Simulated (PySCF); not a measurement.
In(H)(OH)2(SH2), H₅InO₂S, singlet, B3LYP/def2-SVP optimised geometry. Atoms within 1.6 Å of the plane z = 0.0 Å (x, y, z in Å): In1 (-1.06, -0.78, 0.00), H2 (-1.84, -1.69, 1.23), O5 (-0.70, 1.22, 0.00), H6 (-1.10, 1.69, 0.75), S7 (1.84, -0.78, 0.00), H8 (1.46, -1.04, -1.28), H9 (1.41, 0.51, -0.07).

Method: B3LYP/def2-TZVP, def2 effective core potentials past Kr (PySCF). The core electrons that the potentials of In replace are not part of the density. Cells within 0.4 Å of a nucleus heavier than hydrogen are left out (blank, or x).

Map of the deformation density (molecule minus spherical neutral atoms) (e/bohr³) on the plane z = 0.0 Å:

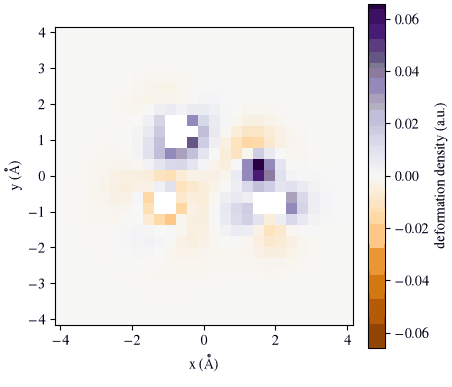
Fig. 1. Deformation density (molecule minus spherical neutral atoms) (e/bohr³) on the plane z = 0.0 Å.
